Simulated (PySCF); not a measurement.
**C₆H₁₄FNSi: density, localisation and related maps**

Input

```
{"job": {"kind": "nmr", "xc": "PBE0", "basis": "pcSseg-1"}, "charge": 0, "multiplicity": 1}
C      4.142729    -0.586333     0.572493
C      3.077833    -1.149180     0.034528
C      2.000905    -0.403456    -0.688062
C      0.656303    -0.532256     0.021815
F      0.268405    -1.873134    -0.008076
Si    -0.707280     0.530940    -0.806489
N     -2.008713     0.675121     0.299664
C     -2.498970    -0.427935     1.096526
C     -3.025740     1.673683     0.078885
H      4.888110    -1.158497     1.098144
H      4.318133     0.474979     0.500770
H      2.913987    -2.214954     0.121436
H      1.892024    -0.802305    -1.699703
H      2.249589     0.655546    -0.757563
H      0.781774    -0.298909     1.085466
H     -0.194536     1.891010    -0.995798
H     -0.987327    -0.099155    -2.109194
H     -2.806270    -0.062390     2.080623
H     -1.722759    -1.174714     1.226492
H     -3.364502    -0.907394     0.625827
H     -3.864906     1.274715    -0.502050
H     -2.601506     2.514254    -0.462233
H     -3.412035     2.027350     1.038039
```

Command:

```sh
OMP_NUM_THREADS=1 python probes_run.py task.json out
```

Geometry: GFN2-xTB.

Computed with PBE0/pcSseg-1, SCF density, gas phase, non-relativistic (PySCF).

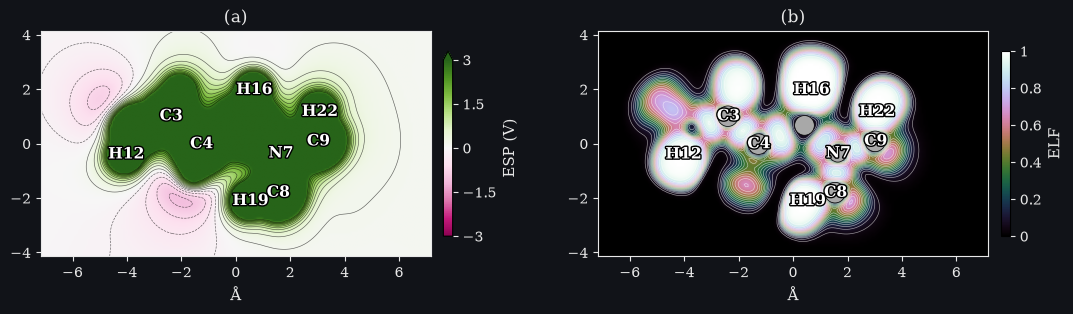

Figure 1. (a) molecular electrostatic potential; (b) electron localisation function on the plane of atoms C8, N7 and C9. Grey discs cover the atomic cores in the ELF map.

Interpret the plot.

- The section cuts through C, N and H sites.
- C–N (1.44 Å): the ELF peaks at about 0.90 between the atoms: a covalent bond.
- C–H (1.08 Å): the ELF climbs to about 1 towards the hydrogen, as it does in any bond to H (an ordinary covalent bond to hydrogen).
- C–C (1.53 Å): the ELF peaks at about 0.95 between the atoms (a shared electron pair).
- Outside the dense part of the molecule the potential is most negative (−1.1 V) near F5, which lies off the plane.

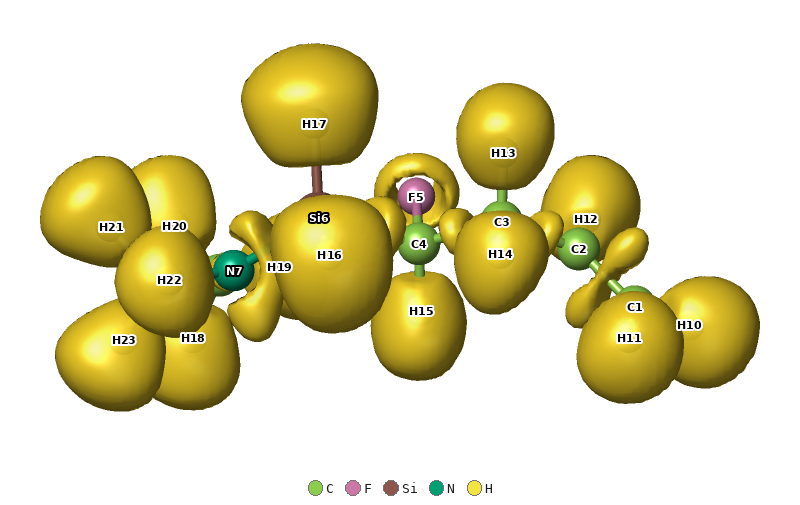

Figure 2. Isosurface of the electron localisation function at 0.85 (yellow), seen from one side. Only the valence region is drawn (cores and ρ < 0.01 e/Å³ removed).

What do the ELF domains correspond to?

The ELF exceeds this value in three regions between bonded C–C atoms (shared pairs), two regions between bonded C–N atoms (shared pairs), one region between bonded C–Si atoms (shared pairs), 14 regions around hydrogen nuclei, one region on N in which the atom's valence shell and bonds are merged and one region wrapped around F (its lone pairs, merged into a ring or cap). Along the contacts the grid gives the following. C–C (1.32 Å): the ELF peaks at about 0.90 between the atoms; a short, multiple covalent bond. C–F (1.40 Å): the ELF peaks at about 0.85 between the atoms; a polar covalent bond.

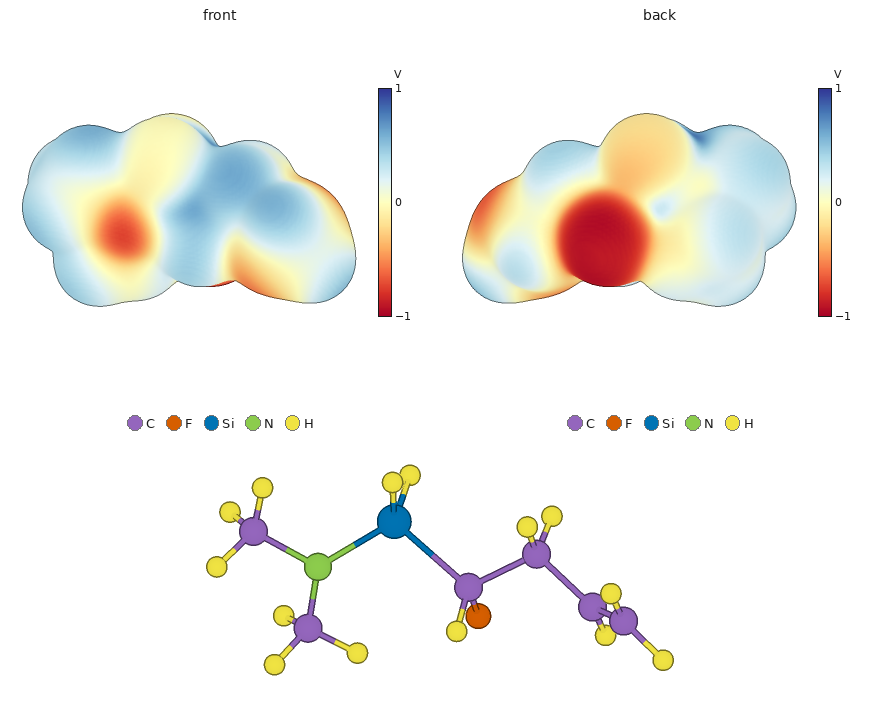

Figure 3. The molecular electrostatic potential painted on the density surface at 0.001 e/bohr³, seen from the front and from behind; red is negative and blue positive. The bare structure is drawn below in the same view.

Describe the electrostatic potential map.

The most negative region (about −0.9 V, or −21 kcal/mol for a unit charge) lies over F5, the most positive (about +0.6 V, or +14 kcal/mol for a unit charge) over C4, Si6 and H14.
